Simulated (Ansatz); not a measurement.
System: CH8AlN.

The calculation's input:

```
crystal:
  periodic: [false, false, false]
  atoms:
    - {symbol: Al, position_ang: [-1.115859, 1.158218, -0.127858]}
    - {symbol: N, position_ang: [0.110866, -0.291474, 0.634895]}
    - {symbol: C, position_ang: [0.998491, -0.899891, -0.367827]}
    - {symbol: H, position_ang: [-1.902419, 1.574282, 1.207535]}
    - {symbol: H, position_ang: [-1.910473, 0.282911, -1.213537]}
    - {symbol: H, position_ang: [0.656497, 0.122855, 1.384674]}
    - {symbol: H, position_ang: [-0.003980, 2.175675, -0.679994]}
    - {symbol: H, position_ang: [-0.473229, -1.001321, 1.066750]}
    - {symbol: H, position_ang: [1.610418, -0.115321, -0.811781]}
    - {symbol: H, position_ang: [0.385214, -1.337568, -1.154853]}
    - {symbol: H, position_ang: [1.644475, -1.668168, 0.062099]}
basis:
  gaussian: {orbitals: def2-TZVPP}
hamiltonian: {xc: pbe0, dispersion: d4}
output: {orbitals: {seedname: orbitals}}
```

Run with:

```sh
ansatz run in.yaml --threads 2 --pin off --events-out ev --progress --plain --max-ram 4352MiB
```

The product side of a reaction path; geometry: PBE0-D4/def2-TZVP.

Theory: Ansatz, RKS PBE0-D4/def2-TZVPP.

### What will maps of the electron density and electron localisation function show?

C–N (1.47 Å): the density is about 1.9 e/Å³ at the midpoint; the ELF peaks at about 0.95 between the atoms; localised, covalent bonding.
Al–N (2.05 Å): ρ at the midpoint is about 0.51 e/Å³; the ELF peaks at about 0.95 in the valence shell of N, 0.7 Å from its nucleus, and is about 0.80 at the midpoint.
C–H (1.09 Å): ρ at the midpoint is about 2 e/Å³; the ELF climbs to about 1 towards the hydrogen, as it does in any bond to H (a covalent bond by its length).
Al–H (1.60 Å): the density is about 0.52 e/Å³ at the midpoint; the ELF climbs to about 1 towards the hydrogen.

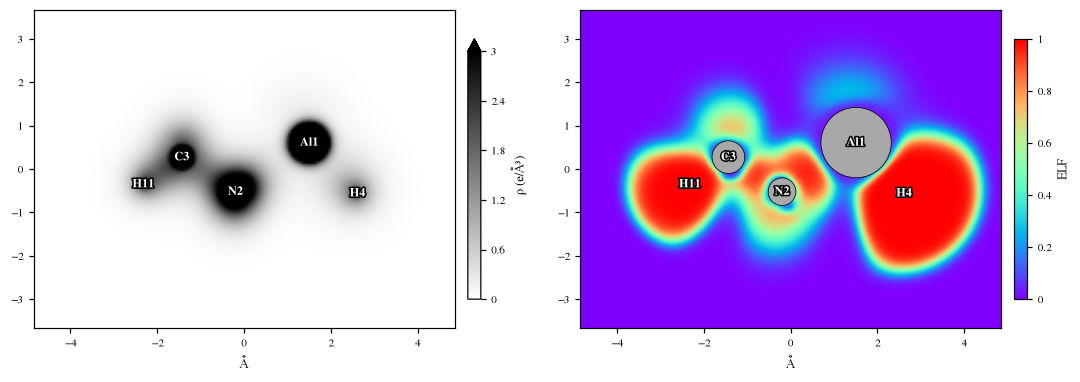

Computed electron density and electron localisation function on the plane of atoms N2, Al1 and H4, in this order. Grey discs cover the atomic cores in the ELF map. 
